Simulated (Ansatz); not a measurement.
## Molecular dynamics, with input and output: WH3ClO3F2 (part 5 of 5)

Continued. System: WH3ClO3F2. Method: RKS PBE0-D4/def2-SVP (Ansatz 0.2.0). It belongs to a series of runs on one base structure; here: dynamics from the start.

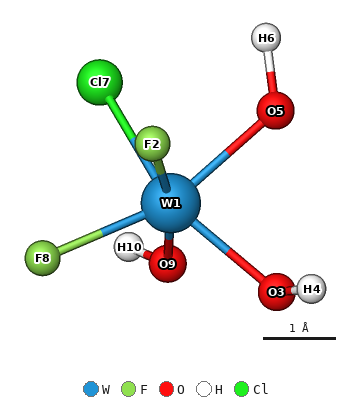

*The geometry at step 100 of the log (ball-and-stick view, seen at a tilt; atoms are numbered from 1 in the order of the input).*

### Trajectory as extended XYZ, continued
```
10
Properties=species:S:1:pos:R:3:forces:R:3 step=99 time_fs=99.0 energy=-25947.73278 temperature=1113.3
W     0.1125    0.0094   -0.1458   -0.3783   3.0423  -6.3336
F     0.0617   -0.3850    1.5676    0.0027  -1.7748   4.1536
O     1.8479    0.6278   -0.7116   -0.9976  -1.5620   0.7096
H     2.4642    0.7216    0.0113    0.6891   0.3568   0.6328
O     0.0072    1.8338    0.5135   -2.4865   0.5624   1.6255
H    -0.8314    2.2171    1.0656    3.0125  -1.6743  -2.1505
Cl   -2.2066    0.4764   -0.3569   -0.4020  -0.5527   0.4931
F    -0.2507   -1.9010   -0.3990    0.6851   2.0018   0.5637
O    -0.0586    0.2056   -2.0143   -3.4428  -0.4180  -2.4020
H    -0.9145    0.1698   -2.6725    3.3177   0.0184   2.7078
10
Properties=species:S:1:pos:R:3:forces:R:3 step=100 time_fs=100.0 energy=-25948.05243 temperature=1401.9
W     0.1120    0.0110   -0.1473   -0.4102   2.8657  -5.8897
F     0.0603   -0.3851    1.5719    0.0284  -1.6966   3.8368
O     1.8479    0.6182   -0.7125    0.4301  -1.3018   2.4520
H     2.4789    0.7023    0.0635   -0.7766   0.1208  -1.1462
O     0.0064    1.8394    0.5238   -1.4873   0.0118   0.6870
H    -0.8123    2.2331    1.0037    2.0233  -1.2860  -1.3191
Cl   -2.1990    0.4698   -0.3583   -0.4816  -0.5098   0.4964
F    -0.2528   -1.9099   -0.3927    0.7364   2.2191   0.5236
O    -0.0669    0.2154   -2.0194   -2.4693  -0.3694  -1.4343
H    -0.9114    0.1944   -2.6160    2.4067  -0.0538   1.7933
```

This output came from the following input.

### The input
```yaml
crystal:
  periodic: [false, false, false]
  atoms:
    - { symbol: W, position_ang: [0.077575, 0.094505, -0.214694] }
    - { symbol: F, position_ang: [0.126947, -0.388429, 1.604896] }
    - { symbol: O, position_ang: [1.939191, -0.02299, -0.052201] }
    - { symbol: H, position_ang: [2.384893, -0.223822, 0.781916] }
    - { symbol: O, position_ang: [0.032029, 1.933889, 0.023115] }
    - { symbol: H, position_ang: [-0.682422, 2.577611, 0.086089] }
    - { symbol: Cl, position_ang: [-2.260917, 0.219624, 0.012631] }
    - { symbol: F, position_ang: [-0.222474, -1.730247, -0.541696] }
    - { symbol: O, position_ang: [0.164223, 0.226284, -2.068906] }
    - { symbol: H, position_ang: [0.161554, -0.478826, -2.72795] }
basis:
  gaussian: { orbitals: def2-SVP }
hamiltonian:
  xc: pbe0
  dispersion: d4
md:
  timestep: 1.0
  n_steps: 100
  ensemble: nve
  temperature: 3000.0
  initial_velocities: maxwell_boltzmann
  seed: 629677
```

Launch command:
```bash
ansatz run input.yaml --threads 4 --pin off --max-ram 5120MiB --backend cpu --events-out ev --progress --plain --runs-dir out
```

### Results in brief

| quantity | value |
| --- | --- |
| outcome | finished |
| mean temperature over the second half | 1392 K |
| trajectory | 100 steps, 100 fs |
| ensemble | nve |
| temperature in the input | 3000.0 K |
| time step | 1.0 fs |
| potential energy (last step) | −25948.0525 eV |
| mean-field energy (last step) | −25947.8099 eV |
| largest force (length of the vector) (last step) | 6.563 eV/Å |
| hardware | 4 threads of Arm Neoverse V1, 24 GiB of memory available, shared host |
| wall time | 5.5 min (CPU time 21 min) |
| peak memory | 0.42 GiB |

So short a trajectory is not equilibrated.
